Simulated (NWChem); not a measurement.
# BP86/cc-pVDZ run of As2 (SMILES [As]#[As])

Aim: the electronic atomisation energy of As2 at BP86/cc-pVDZ, from 2 runs. 

Program for the calculation: NWChem 7.3.0.

### 1 The molecule

The species is As2 (2 atoms), meant as a singlet with charge 0. As SMILES, `[As]#[As]`. The shape is that of a PBE0-D4/def2-TZVP optimisation.

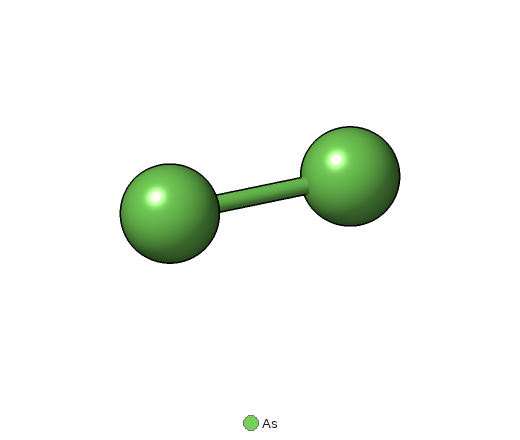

The structure, seen from a chosen angle (arsenic green).

### 2 The energy at BP86/cc-pVDZ

calc.nw

```
start calc
memory total 2200 mb
geometry units angstroms noautosym nocenter noautoz
 As    0.000000    0.000000    0.002480
 As    0.000000    0.000000    2.091490
end
basis spherical bse
 * library cc-pVDZ
end
dft
 xc becke88 perdew86
 grid xfine
 convergence energy 1e-08
 iterations 100
 mulliken
 print low
end
task dft
```

On the command line:

```console
$ nwchem calc.nw > calc.out
```

Standard output:

```text
[...]
 d= 0,ls=0.0,diis     1  -4472.2279145789 -4.75D+03  9.90D-03  2.56D-01     8.0
[...]
 d= 0,ls=0.0,diis     9  -4472.2522623780  9.09D-13  1.14D-10  5.96D-17    42.6
         Total DFT energy =    -4472.252262378014
      One electron energy =    -6777.553445150809
           Coulomb energy =     2195.990639469348
    Exchange-Corr. energy =     -166.549325323641
 Nuclear repulsion energy =      275.859868627087
[...]
      Total Density - Mulliken Population Analysis
     ---------------------------------------------
    Atom       Charge   Shell Charges
 -----------   ------   -------------------------------------------------------
    1 As  33    33.00   2.00  2.00  2.02  1.13  0.77  6.00  6.01  1.60  1.43  9.91  0.14
    2 As  33    33.00   2.00  2.00  2.02  1.13  0.77  6.00  6.01  1.60  1.43  9.91  0.14
[...]
```

It took 43 s on 1 thread of Intel Xeon 6975P-C (Granite Rapids), shared host; peak memory 0.11 GiB.

### 3 The As atom at the same level

geom.nw

```
start geom
title "As energy"
memory stack 880 mb heap 220 mb global 1100 mb

geometry units angstroms noautosym nocenter noautoz
 As    0.000000    0.000000    0.000000
end

basis spherical bse
 * library cc-pVDZ
end

dft
 xc becke88 perdew86
 mult 4
 grid xfine
 convergence energy 1e-08
 maxiter 100
 mulliken
 noprint "final vectors analysis"
end

task dft energy
```

On the command line:

```console
$ nwchem geom.nw > geom.out
```

Standard output:

```text
[...]
          Wavefunction type:  spin polarized.
          No. of atoms     :     1
          No. of electrons :    33
[...]
          Charge           :     0
          Spin multiplicity:     4
[...]
          AO basis - number of functions:    27
[...]
              XC Information
              --------------
                    Becke 1988 Exchange Functional  1.000
                Perdew 1981 Correlation Functional  1.000 local
                Perdew 1986 Correlation Functional  1.000 non-local
[...]
 d= 0,ls=0.0,diis     1  -2236.0297979967 -2.24D+03  1.24D-02  4.23D-02     2.4
[...]
 d= 0,ls=0.0,diis     6  -2236.0478413213 -1.12D-10  2.82D-09  2.21D-15     7.8
[...]
         Total DFT energy =    -2236.047841321254
      One electron energy =    -3112.783408229332
           Coulomb energy =      959.982282643512
    Exchange-Corr. energy =      -83.246715735434
 Nuclear repulsion energy =        0.000000000000
[...]
      Total Density - Mulliken Population Analysis
     ---------------------------------------------
    Atom       Charge   Shell Charges
 -----------   ------   -------------------------------------------------------
    1 As  33    33.00   2.00  2.00  2.02  1.18  0.81  6.00  6.01  1.42  1.57  9.92  0.08
     --------------------------------------------
      Spin Density - Mulliken Population Analysis
     --------------------------------------------
    Atom       Charge   Shell Charges
 -----------   ------   -------------------------------------------------------
    1 As  33     3.00  -0.00 -0.00  0.00 -0.01  0.01  0.00  0.00  1.43  1.57 -0.01  0.01
[...]
      <S2> =      3.7502 (Exact =     3.7500)
[...]
```

Run time: 8.4 s. Hardware: 1 thread of Intel Xeon 6975P-C (Granite Rapids), shared host; peak memory 0.1 GiB.

### 4 Outcome

At BP86/cc-pVDZ:

```
                     quantity           value
       molecule: total energy  -4472.25226 Eh
        As atom: total energy  -2236.04784 Eh
                As atom: ⟨S²⟩           3.750
electronic atomisation energy        4.261 eV
```

**Reading.** Taking the molecule apart into free atoms costs 4.26 eV (98 kcal/mol), before zero-point energy and without spin-orbit coupling.
